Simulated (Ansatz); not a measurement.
# C2H4O2Si (SMILES C=C1O[SiH2]O1) at PBE/cc-pVDZ

Aim: the electronic atomisation energy of C2H4O2Si at PBE/cc-pVDZ, from 5 runs. 

The calculation is run with Ansatz 0.2.0.

56 further runs of the same task are left out: 56 set aside as unsound or not needed. Runs told in other sessions of the task aren't counted.

## (1) The structure to begin with

The species is C2H4O2Si (9 atoms), meant as a singlet with charge 0. As SMILES, `C=C1O[SiH2]O1`. The shape is that of a PBE0-D4/def2-TZVP optimisation.

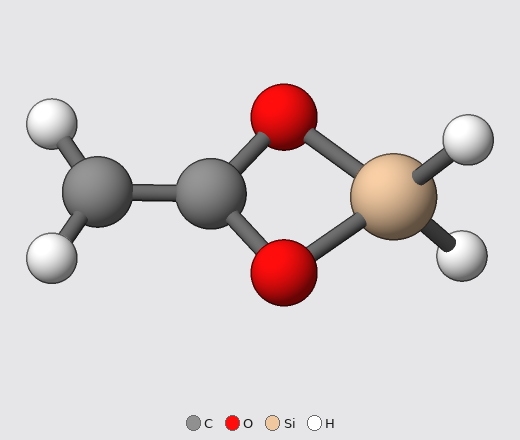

Viewed from a chosen angle; carbon grey, oxygen red, silicon light orange, hydrogen white.

## (2) A single-point energy at PBE/cc-pVDZ

Input file input.yaml:

```yaml
crystal:
  periodic: [false, false, false]
  atoms:
    - {symbol: C, position_ang: [0.527300, 1.358500, -1.129600]}
    - {symbol: C, position_ang: [0.157300, 0.383100, -0.322900]}
    - {symbol: O, position_ang: [-0.585200, 0.473600, 0.838200]}
    - {symbol: Si, position_ang: [-0.440000, -1.190500, 0.978300]}
    - {symbol: O, position_ang: [0.421700, -0.967300, -0.442100]}
    - {symbol: H, position_ang: [0.243100, 2.374800, -0.904500]}
    - {symbol: H, position_ang: [1.111300, 1.132600, -2.008400]}
    - {symbol: H, position_ang: [-1.701100, -1.949600, 0.840800]}
    - {symbol: H, position_ang: [0.354100, -1.661500, 2.132900]}
basis:
  gaussian: {orbitals: cc-pVDZ}
hamiltonian: {xc: pbe}
accuracy: high
output: {orbitals: {seedname: orbitals}}
```

Run with:

```
$ ansatz run input.yaml --threads 1 --pin off --max-ram 3480MiB --events-out events.jsonl --progress --plain --runs-dir runs
```

Output:

```text
Warning: RAYON_NUM_THREADS=1 ignored (pool sized by the plan → 1); use --threads N
Functional definition: PBE
  name "PBE"
  parameter kappa = 0.804
  parameter beta = 0.06672455060314922
  exchange = pbe_x(kappa = kappa, mu = beta*pi^2/3)
  correlation = pbe_c(beta = beta)
2196 factors; integrals over basis functions are off by at most 3.5e-9 eV
mean field evaluation 1: about -14090.8689 eV, gradient 6.5e1 eV
mean field evaluation 2: about -14048.7910 eV, gradient 1.2e2 eV
mean field evaluation 4: about -14099.6029 eV, gradient 1.1e1 eV
mean field evaluation 8: about -14099.8706 eV, gradient 7.0e-1 eV
mean field evaluation 16: about -14099.8699 eV, gradient 3.0e-5 eV
mean field -14099.86994841 eV, -518.1606633691 hartree, gradient 2.6e-8 eV, S^2 0.000000; 0 other end points of the search recorded, 0 dependent functions left out
reference -14099.86995190 eV, -518.1606634972 hartree; 23, 23 occupied and 71, 71 virtual orbitals, 2196 factors
Total energy: -14099.86995190 eV, -518.1606634972 hartree
```

Wall time 8.1 s (1 thread of Arm Neoverse V1, shared host); peak memory 0.26 GiB.

## (3) The C atom, same level

Input file in.yaml:

```yaml
crystal:
  periodic: [false, false, false]
  atoms:
    - {symbol: C, position_ang: [0.000000, 0.000000, 0.000000]}
basis:
  gaussian:
    orbitals: cc-pVDZ
magnetization:
  spin_polarized: true
  initial_magnetization: 2
hamiltonian:
  xc: pbe
accuracy: high
```

Run the same way, it converges to -37.78854 Eh (log not shown).

## (4) The H atom

Input file job.yaml:

```yaml
crystal:
  periodic: [false, false, false]
  atoms:
    - {symbol: H, position_ang: [0.000000, 0.000000, 0.000000]}
basis:
  gaussian:
    orbitals: cc-pVDZ
hamiltonian:
  xc: pbe
accuracy: high
magnetization:
  spin_polarized: true
  initial_magnetization: 1
```

Run with:

```
$ ansatz run job.yaml --threads 1 --pin off --max-ram 3480MiB --events-out events.jsonl --progress --plain --runs-dir runs
```

Output, shortened:

```text
Warning: RAYON_NUM_THREADS=1 ignored (pool sized by the plan → 1); use --threads N
[... 6 set-up lines as earlier in the session ...]
15 factors; integrals over basis functions are off by at most 4.6e-8 eV
mean field evaluation 1: about -13.5665 eV, gradient 4.0e-1 eV
mean field evaluation 2: about -13.5663 eV, gradient 4.0e-1 eV
mean field evaluation 4: about -13.5684 eV, gradient 5.5e-6 eV
mean field evaluation 8: about -13.5684 eV, gradient 1.6e-10 eV
mean field -13.56836056 eV, -0.4986280535 hartree, gradient 1.2e-10 eV, S^2 0.750000; 0 other end points of the search recorded, 0 dependent functions left out
reference -13.56836236 eV, -0.4986281198 hartree; 1, 0 occupied and 4, 5 virtual orbitals, 15 factors
Total energy: -13.56836236 eV, -0.4986281198 hartree
```

Run time: 0.12 s. Hardware: 1 thread of Arm Neoverse V1, shared host.

## (5) The O atom, same level

Input file job.yaml:

```yaml
crystal:
  periodic: [false, false, false]
  atoms:
    - symbol: O
      position_ang: [0.000000, 0.000000, 0.000000]
basis:
  gaussian:
    orbitals: cc-pVDZ
magnetization:
  spin_polarized: true
  initial_magnetization: 2
total_charge: 0
accuracy: high
hamiltonian:
  xc: {name: PBE}
```

Run the same way, it converges to -74.98142 Eh (log not shown).

## (6) The Si atom

Input file molecule.yaml:

```yaml
basis:
  gaussian:
    orbitals: cc-pVDZ
crystal:
  periodic: [false, false, false]
  atoms:
    - symbol: Si
      position_ang: [0.000000, 0.000000, 0.000000]
magnetization:
  spin_polarized: true
  initial_magnetization: 2
hamiltonian:
  xc: pbe
accuracy: high
```

Run the same way, it converges to -289.21910 Eh (log not shown).

## (7) What came out

At PBE/cc-pVDZ:

| quantity | value |
| --- | --- |
| molecule: total energy | -518.16066 Eh |
| molecule: HOMO energy | -5.21 eV |
| molecule: LUMO energy | -1.51 eV |
| molecule: HOMO–LUMO gap | 3.70 eV |
| C atom: total energy | -37.78854 Eh |
| C atom: ⟨S²⟩ | 2.002 |
| H atom: total energy | -0.49863 Eh |
| H atom: ⟨S²⟩ | 0.750 |
| O atom: total energy | -74.98142 Eh |
| O atom: ⟨S²⟩ | 2.002 |
| Si atom: total energy | -289.21910 Eh |
| Si atom: ⟨S²⟩ | 2.003 |
| electronic atomisation energy | 38.290 eV |

Taking the molecule apart into free atoms costs 38.29 eV (3694 kJ/mol), before zero-point energy and without spin-orbit coupling.
